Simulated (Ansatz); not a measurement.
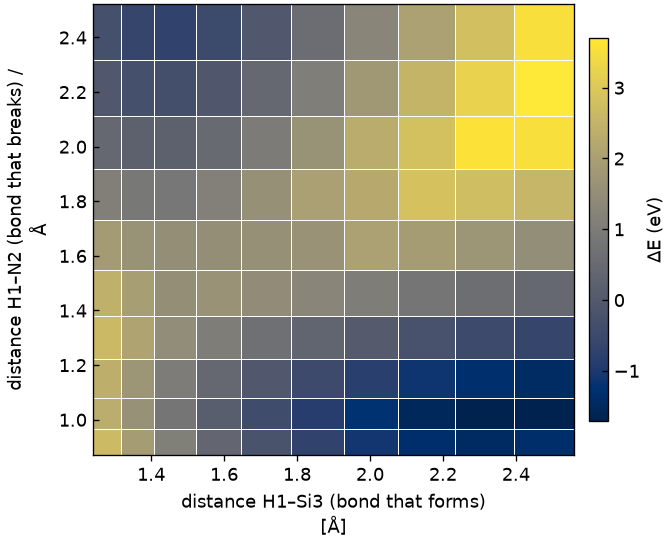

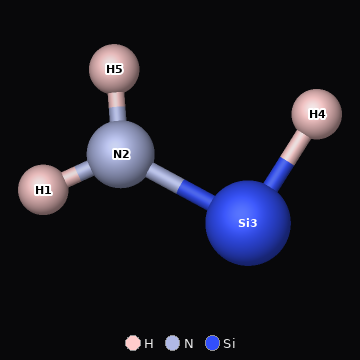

Energy landscape of the reacting system H₃NSi (one molecule; an intramolecular 1,2-shift). First axis: distance H1–Si3 (bond that forms). Second axis: distance H1–N2 (bond that breaks). Relaxed at each point: all other coordinates. The scan uses a 10 × 10 grid. Points are written as (first, second). Energies are in eV, from a guessed transition structure relaxed with its forming and breaking bonds held. Energies and slopes of some neighbouring points disagree (a jump in structure or state, or too coarse a mesh). The reference is spin-restricted, so regions where a bond is pulled apart into radicals lie too high. Theory: RKS wB97X-V/def2-SVP in Ansatz.

In the figure: one coloured cell a grid point. The second picture is the structure at the lowest point.

Describe this landscape.

The lowest grid point is at (2.478 Å, 1.014 Å), −1.72 eV from a guessed transition structure relaxed with its forming and breaking bonds held. It lies on the edge of the grid, but the force there points inwards, so the minimum lies inside the range. The energy also falls towards the edge at (1.461 Å, 2.418 Å) (1.00 eV above the lowest), where a further well may lie outside the range. The highest grid point, (2.478 Å, 2.213 Å), lies 5.41 eV above the lowest.

The values on the grid:

| second ↓, first → | 1.278 | 1.355 | 1.461 | 1.582 | 1.713 | 1.854 | 2.001 | 2.154 | 2.314 | 2.478 |
| --- | --- | --- | --- | --- | --- | --- | --- | --- | --- | --- |
| 2.418 | −0.32 | −0.63 | −0.72 | −0.51 | −0.05 | 0.57 | 1.29 | 2.04 | 2.80 | 3.51 |
| 2.213 | −0.07 | −0.31 | −0.34 | −0.08 | 0.41 | 1.06 | 1.78 | 2.53 | 3.23 | 3.70 |
| 2.014 | 0.43 | 0.21 | 0.21 | 0.49 | 0.98 | 1.62 | 2.31 | 2.82 | 3.57 | 3.52 |
| 1.822 | 1.10 | 0.89 | 0.88 | 1.13 | 1.57 | 1.99 | 2.25 | 2.87 | 2.76 | 2.57 |
| 1.637 | 1.88 | 1.62 | 1.53 | 1.54 | 1.58 | 1.63 | 2.05 | 1.91 | 1.71 | 1.51 |
| 1.462 | 2.44 | 1.96 | 1.53 | 1.63 | 1.45 | 1.27 | 1.05 | 0.82 | 0.59 | 0.42 |
| 1.298 | 2.66 | 2.07 | 1.49 | 1.04 | 0.67 | 0.33 | 0.02 | −0.25 | −0.48 | −0.63 |
| 1.147 | 2.38 | 1.71 | 1.01 | 0.42 | −0.06 | −0.48 | −0.84 | −1.13 | −1.33 | −1.43 |
| 1.014 | 2.32 | 1.59 | 0.81 | 0.14 | −0.42 | −0.88 | −1.26 | −1.54 | −1.70 | −1.72 |
| 0.918 | 2.67 | 1.91 | 1.08 | 0.37 | −0.22 | −0.71 | −1.08 | −1.34 | −1.45 | −1.38 |

The input of one point:

```yaml
crystal:
  periodic: [false, false, false]
  atoms:
    - { symbol: H, position_ang: [-0.212955, -1.49356, 0.406681] }
    - { symbol: "N", position_ang: [-0.058482, -0.504883, 0.242814] }
    - { symbol: Si, position_ang: [-0.086685, 0.383334, -1.206331] }
    - { symbol: H, position_ang: [0.233883, 1.76488, -0.619044] }
    - { symbol: H, position_ang: [0.12424, -0.14977, 1.175878] }
basis:
  gaussian: { orbitals: def2-SVP }
hamiltonian:
  xc: { name: wB97X-V }
output:
  forces: true
relax:
  f_tol: 0.02
  max_steps: 50
  escape_saddle: false
  constraints: [{ distance: [0, 2] }, { distance: [0, 1] }]
scf:
  lower_state_search: "off"
```

Each point was launched as `ansatz run input.yaml --threads 1 --pin off --max-ram 2560MiB --backend cpu --events-out ev --progress --plain --runs-dir out`. Time for the 100 points that were run: 21 min on 1 thread of Arm Neoverse V2, with other jobs on the host.
